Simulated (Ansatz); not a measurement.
# Two self-consistent states of Gd2Mo2C3

Aim: solve Gd2Mo2C3 (a cell strained and shaken away from equilibrium) from each of its saved states, at one geometry and mesh, and see which is lowest and how they differ.

Program: Ansatz 0.2.0. Level of theory: DFT, r2SCAN, plane waves, PAW. These are calculated values, not measurements.

## 1. The cell

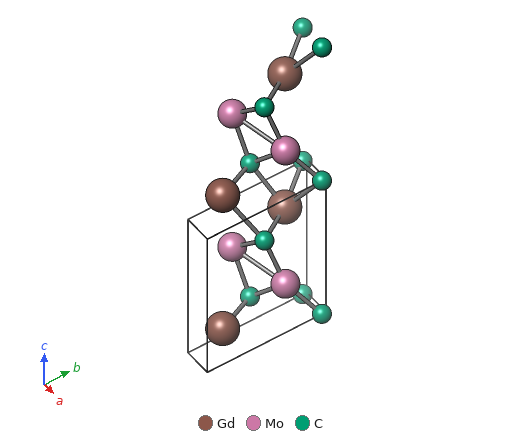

Viewed slightly off an axis; gadolinium brown, molybdenum pink, carbon teal. 1×1×2 cells are drawn.

Cell: a = 3.405 Å, b = 6.144 Å, c = 5.715 Å, α = 73.29°, β = 89.92°, γ = 108.58°. First neighbours, in Å: Gd1: 5 C at 2.15 to 2.60; Gd2: 5 C at 2.41 to 2.71; Mo3: 4 C at 2.01 to 2.44; Mo4: 4 C at 2.10 to 2.30; C5: 3 Mo at 2.14 to 2.38, 3 Gd at 2.41 to 2.56; C6: 3 Mo at 2.01 to 2.18, 3 Gd at 2.15 to 2.66; C7: 2 Mo at 2.10 to 2.44, 4 Gd at 2.42 to 2.71.

Its coordinates follow in the input file.

The states: A, Gd1 up, Gd2 down (collinear spin); B, Gd1 up, Gd2 up (collinear spin). Each run reads its own saved solution as saved_state.

## 2. Run from state A

input.yaml

```yaml
crystal:
  lattice:
    - [-0.07258, 3.404275, -0.031369]
    - [5.858285, -1.830436, 0.280349]
    - [1.979979, 0.000624, -5.361088]
  atoms:
    - { symbol: Gd, position: [0.354156, 0.757603, 0.80241], spin: 7.0 }
    - { symbol: Gd, position: [0.566372, 0.200189, 0.174176], spin: -7.0 }
    - { symbol: Mo, position: [0.180368, 0.343628, 0.664733], spin: 2.0 }
    - { symbol: Mo, position: [0.843302, 0.683675, 0.331894], spin: -2.0 }
    - { symbol: C, position: [0.199926, 0.489735, 0.229449] }
    - { symbol: C, position: [0.795457, 0.514176, 0.726535] }
    - { symbol: C, position: [0.995567, 0.966351, 0.000588] }
kpoints:
  mp_grid: { grid: [6, 3, 4], shift: [0.0, 0.5, 0.0] }
magnetization:
  spin_polarized: true
scf:
  occupations: { method: fermi_dirac }
  lower_state_search: "off"
  max_iter: 200
hamiltonian:
  pseudopotentials: { kind: paw }
  xc: r2scan
basis:
  ecutwfc: 500
  fft_grid_basis: typed
output:
  forces: true
  stress: true
  eigenvalues: true
  populations: true
  elf: true
  write_potential: true
  volumetric_format: npy
  dos:
    e_range: [-12, 8]
    de: 0.05
    projected: { site_lists: { C: [C], Gd: [Gd], Mo: [Mo] } }
checkpoint:
  read: saved_state
```

The run is started by

```console
> ansatz run input.yaml --threads 2 --pin off --max-ram 5120MiB --backend cpu --events-out ev --progress --plain --runs-dir out
```

Log, cut to the lines that bear on the results:

```text
Warning: RAYON_NUM_THREADS=2 ignored (pool sized by the plan → 2); use --threads N
Gd: projections on atomic orbitals take those of the free atom [Kr 4d10] 4f7 5s2 5p6 5d1 6s2, of charge +0.00 (hamiltonian.pseudopotentials.projection_atoms); the dataset's partial waves leave at most 2.5e-4 of an orbital's norm unspanned inside its sphere
[...]
Pseudopotentials: kind: paw
Pseudopotential: Gd, paw, valence charge 18, recommended cutoff 500 eV (meta_gga), Gd.paw.azcp
Pseudopotential: Mo, paw, valence charge 14, recommended cutoff 500 eV (meta_gga), Mo.paw.azcp
Pseudopotential: C, paw, valence charge 4, recommended cutoff 500 eV (meta_gga), C.paw.azcp
Functional definition: r2SCAN
[...]
Crystal: 7 atoms, lattice volume = 107.981 Å³
Basis set: ecut = 500 eV, 2737 PW (Γ), exchange–correlation on 100×180×180 points (64 copies of the dense FFT grid, shifted against one another)
Bands: 57, of which v1, the nominal top of the filled ones, is band 38 counted from 1 (37 counted from 0)
Symmetry: 1 space group operations
Space group: P1 (ITA 1), of the structure as read, at distance tolerance 4.8e-5 Å
Magnetic group: BNS 1.1 (UNI 1), of the structure as read, at distance tolerance 4.8e-5 Å
k-points: 38 of 72 (time reversal used)
[...]
Starting moments: Σ|m| = 18 μB on 4 of 7 sites; this step starts from the density that it was given
[...]
this state was not tested for a lower state beside it, because the mixer in use, unlike msr1, does not test its closes by its own steps (another_mixer; see scf.mixing.algorithm and scf.lower_state_search)
SCF converged after 10 iterations
Magnetization: -0.0622 μB (37.9689 up, 38.0311 down)
Absolute magnetization: 14.4872 μB (∫|ρ↑−ρ↓|, with the PAW one-centre terms)
Spin contamination: 7.0588 ħ² per cell (⟨S²⟩ above its minimum at these occupations)
[...]
Free energy (F): -29382.904050 eV
[...]
E sigma→0 (E₀):  -29382.860780 eV
Entropy (-TS):   -0.086539 eV (-12.363 meV/atom)
Fermi energy:    15.134426 eV
[...]
--- Forces (eV/Å), atoms counted from 1 ---
  atom   1  Gd     4.37775829     2.28759113    -1.68054548
  atom   2  Gd     0.18167311     0.42245278     0.57335022
  atom   3  Mo    -3.85372718    -0.11655899     1.03043014
  atom   4  Mo    -1.55720785     0.03108219     2.39860043
  atom   5  C      1.61509595     0.89033355    -2.60490956
  atom   6  C     -2.13166149    -2.82820867     0.45419278
  atom   7  C      1.36816104    -0.68667374    -0.17111215
[...]
--- Stress (GPa, compression-positive) ---
        9.671080       7.569150      -9.703321
        7.569150       2.023257       0.681180
       -9.703324       0.681178     -13.166129
  P = ⅓ Tr σ = -0.4906 GPa (-4.906 kbar)
--- Band table (eV; the first three rows and the last of 76) ---
[...]
--- Löwdin populations: 7 sites ---
  site symbol       q [e]    m [muB]
     0     Gd     17.6619     7.1207
     1     Gd     17.5306    -7.1614
     2     Mo     13.4182     0.0151
     3     Mo     13.4235    -0.0365
     4      C      4.5658     0.0144
     5      C      4.5590    -0.0211
     6      C      4.6307     0.0094
  spilling = 0.002768 (of n_electrons = 76.000000)
```

Wall time 1.8 min (2 threads of Arm Neoverse V1, shared host); peak memory 0.87 GiB.

## 3. What state A looks like

States per cell by energy window, from dos.tsv and pdos.tsv (tetrahedra; eV from the Fermi level):

```csv
from,to,total,up,down,C p,Gd d,Gd f,Mo d
-6.0,-5.0,1.12,0.69,0.44,0.44,0.13,0.09,0.32
-5.0,-4.0,12.63,3.66,8.99,1.93,0.43,8.33,1.46
-4.0,-3.0,10.82,7.91,2.89,2.41,0.63,5.34,2.02
-3.0,-2.0,5.30,2.63,2.67,2.43,0.76,0.17,1.60
-2.0,-1.0,4.33,2.14,2.18,1.32,0.79,0.08,1.80
-1.0,0.0,3.75,1.92,1.83,0.62,0.80,0.07,1.94
0.0,1.0,3.80,1.92,1.88,0.68,0.85,0.14,1.81
1.0,2.0,3.21,1.58,1.63,0.49,0.64,0.29,1.57
2.0,3.0,10.78,7.45,3.34,0.59,0.87,7.10,1.90
3.0,4.0,9.29,2.69,6.62,0.92,0.91,5.61,1.55
4.0,5.0,4.14,1.87,2.27,0.84,1.52,0.43,0.92
```

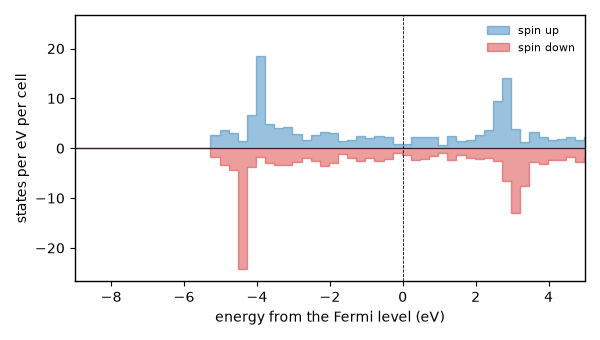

Density of states by spin, in bins of 0.25 eV.

By element, from the tables in the log (a charge is positive for electrons lost): Löwdin charges also hold the electrons that the projection spills.

```csv
element,atoms,Löwdin charge (e),"sphere moment, size (μB)"
Gd,2,+0.34 to +0.47,6.78 to 6.91
Mo,2,+0.58,0.01
C,3,-0.63 to -0.56,0.01 to 0.02
```

The Löwdin projection spills 0.3 % of the electrons and depends on the orbitals chosen; where it disagrees with Bader's partition, neither is an observable.

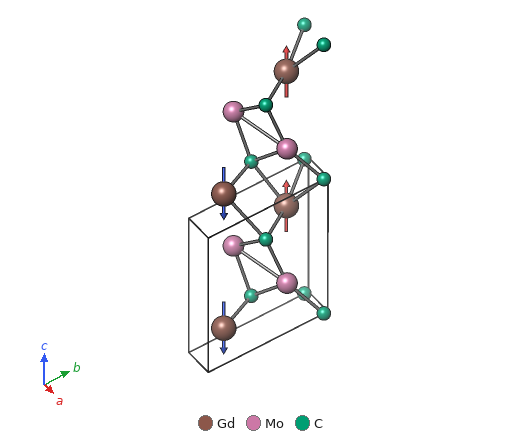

Site moments over 0.3 μB, as arrows (short ones can be hidden in their spheres; values hang on how the density is shared out, so they can differ from the log's spheres): up red, down blue; without spin-orbit coupling their axis is free, so they are drawn up the page.

## 4. State B: the run

input.yaml, as its differences from that of step 2:

```diff
@@ -6,6 +6,6 @@
   atoms:
-    - { symbol: Gd, position: [0.354156, 0.757603, 0.80241], spin: 7.0 }
-    - { symbol: Gd, position: [0.566372, 0.200189, 0.174176], spin: -7.0 }
-    - { symbol: Mo, position: [0.180368, 0.343628, 0.664733], spin: 2.0 }
-    - { symbol: Mo, position: [0.843302, 0.683675, 0.331894], spin: -2.0 }
+    - { symbol: Gd, position: [0.354156, 0.757603, 0.80241] }
+    - { symbol: Gd, position: [0.566372, 0.200189, 0.174176] }
+    - { symbol: Mo, position: [0.180368, 0.343628, 0.664733] }
+    - { symbol: Mo, position: [0.843302, 0.683675, 0.331894] }
     - { symbol: C, position: [0.199926, 0.489735, 0.229449] }
```

The run is started by

```console
> ansatz run input.yaml --threads 2 --pin off --max-ram 5120MiB --backend cpu --events-out ev --progress --plain --runs-dir out
```

Log, cut to the lines that bear on the results:

```text
Warning: RAYON_NUM_THREADS=2 ignored (pool sized by the plan → 2); use --threads N
Gd: projections on atomic orbitals take those of the free atom [Kr 4d10] 4f7 5s2 5p6 5d1 6s2, of charge +0.00 (hamiltonian.pseudopotentials.projection_atoms); the dataset's partial waves leave at most 2.5e-4 of an orbital's norm unspanned inside its sphere
[...]
[... 5 set-up lines as earlier in the session ...]
[...]
Crystal: 7 atoms, lattice volume = 107.981 Å³
Basis set: ecut = 500 eV, 2737 PW (Γ), exchange–correlation on 100×180×180 points (64 copies of the dense FFT grid, shifted against one another)
[...]
  atom   1  Gd     4.37202205     2.29280591    -1.61892034
  atom   2  Gd     0.20436623     0.43377858     0.52424873
  atom   3  Mo    -3.82771022    -0.12626262     1.03030184
  atom   4  Mo    -1.54822326     0.01853692     2.40234638
  atom   5  C      1.58070949     0.89946477    -2.60206305
  atom   6  C     -2.12345173    -2.82986229     0.45060194
  atom   7  C      1.34223474    -0.68846621    -0.18656357
[...]
--- Stress (GPa, compression-positive) ---
        9.470877       7.629804      -9.567927
        7.629805       2.081668       0.689816
       -9.567926       0.689813     -13.142158
  P = ⅓ Tr σ = -0.5299 GPa (-5.299 kbar)
--- Band table (eV; the first three rows and the last of 76) ---
[...]
--- Löwdin populations: 7 sites ---
  site symbol       q [e]    m [muB]
     0     Gd     17.6622     7.1831
     1     Gd     17.5341     7.2360
     2     Mo     13.4157    -0.1903
     3     Mo     13.4206    -0.0563
     4      C      4.5661    -0.0240
     5      C      4.5600    -0.0315
     6      C      4.6304    -0.1119
  spilling = 0.002774 (of n_electrons = 76.000000)
```

Wall time 98 s (2 threads of Arm Neoverse V1, shared host); peak memory 0.8 GiB.

## 5. State B: levels and charges

States per cell by energy window, from dos.tsv and pdos.tsv (tetrahedra; eV from the Fermi level):

```
from    to  total    up  down   C p  Gd d  Gd f  Mo d
-6.0  -5.0   1.03  0.89  0.14  0.39  0.12  0.11  0.28
-5.0  -4.0  12.27  9.93  2.34  1.91  0.43  8.00  1.45
-4.0  -3.0  11.12  8.32  2.81  2.40  0.63  5.66  2.02
-3.0  -2.0   5.35  2.75  2.60  2.45  0.76  0.18  1.61
-2.0  -1.0   4.40  2.36  2.04  1.34  0.81  0.09  1.81
-1.0   0.0   3.75  1.71  2.04  0.64  0.79  0.08  1.94
 0.0   1.0   3.69  1.88  1.81  0.66  0.81  0.13  1.80
```

The bands computed are complete only to about 2.1 eV above the Fermi level.

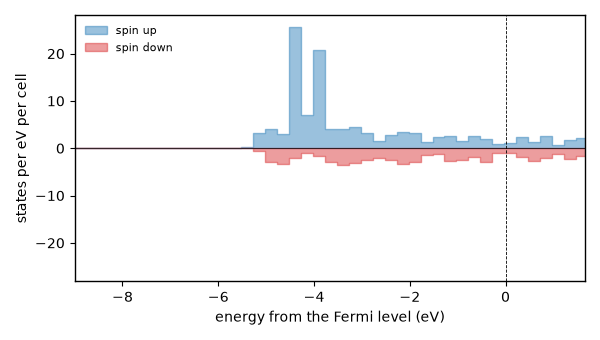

Density of states by spin, in bins of 0.25 eV.

By element, from the tables in the log (a charge is positive for electrons lost): Löwdin charges also hold the electrons that the projection spills.

```csv
element,atoms,Löwdin charge (e),"sphere moment, size (μB)"
Gd,2,+0.34 to +0.47,6.78 to 6.92
Mo,2,+0.58,0.06 to 0.12
C,3,-0.63 to -0.56,0.03 to 0.08
```

Löwdin charges rest on a small set of atomic orbitals that misses 0.3 % of the electrons, so they need not add up to the cell's charge and can differ from Bader's even in sign.

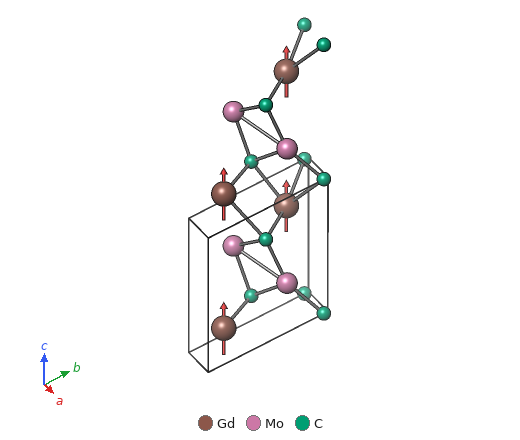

Site moments over 0.3 μB, as arrows (short ones can be hidden in their spheres; values hang on how the density is shared out, so they can differ from the log's spheres): up red, down blue; without spin-orbit coupling their axis is free, so they are drawn up the page.

## 6. Results

```
state  free energy (meV/atom)  largest site moment (μB)  size of the net moment (μB/cell)  gap (eV)  pressure (GPa)  largest force (eV/Å)  SCF cycles
    A                     4.5                      6.91                              0.06     metal            -0.5                  5.22          10
    B                     0.0                      6.92                             14.02     metal            -0.5                  5.20          10
```

**Reading.** State B lies lowest, 4.5 meV per atom under state A. The atoms are far from rest (forces to 5.2 eV/Å), so order and character hold for this geometry alone. Every run converged, so convergence alone does not show that a state is the lowest.

Caveats: an open f shell without a U or exact exchange, whose levels then sit too near the Fermi level; the k mesh is coarse for a cell without a gap.
